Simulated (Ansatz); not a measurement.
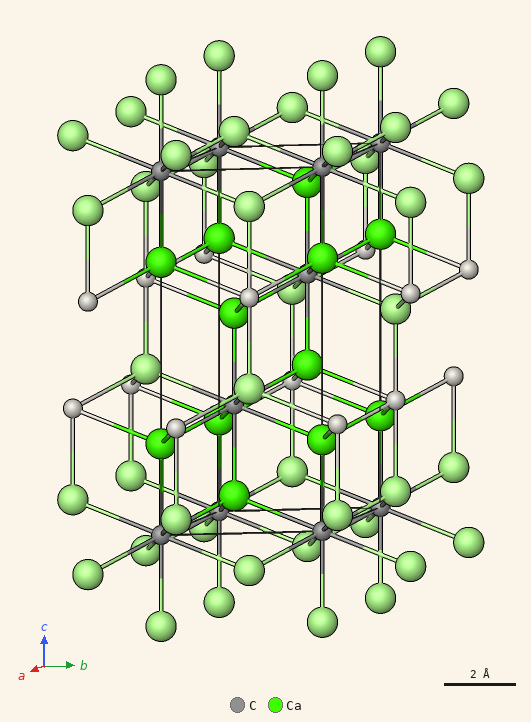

This ball-and-stick model is shown slightly off an axis. Atoms at the boundary of the conventional unit cell (the box) are drawn once for each face, edge or corner they touch. Atoms outside the box are added where they are bonded to one inside, in fainter colours.

Ca2C, space group R-3m (No. 166), a = 4.614 Å, b = 4.614 Å, c = 10.406 Å, α = 90.00°, β = 90.00°, γ = 120.00°. The initial geometry was a structure type filled with these elements by a generator (whether the compound takes this form wasn't checked). The cell was then strained or its atoms displaced on purpose. A calculation with Ansatz used it as input.

This one geometry was computed with Ansatz (DFT, plane waves, PAW) at three levels of theory: PBE, HSE06 and r2SCAN. It was relaxed with r2SCAN and then strained.

### How does the band gap change with the level of theory?

PBE: a gap of 0.18 eV, direct; r2SCAN: a gap of 0.37 eV, direct; HSE06: a gap of 0.77 eV, direct.

### Collect the results in a table.

| level | cutoff (eV) | k-mesh of the run's cell | gap (eV) | pressure (GPa) |
| --- | --- | --- | --- | --- |
| PBE | 420 | 8×8×8 | 0.18 | -1.2 |
| HSE06 | 420 | 6×6×6 | 0.77 | -1.7 |
| r2SCAN | 500 | 8×8×8 | 0.37 | -2.0 |

Gaps are taken on the k-mesh or band path of each run.
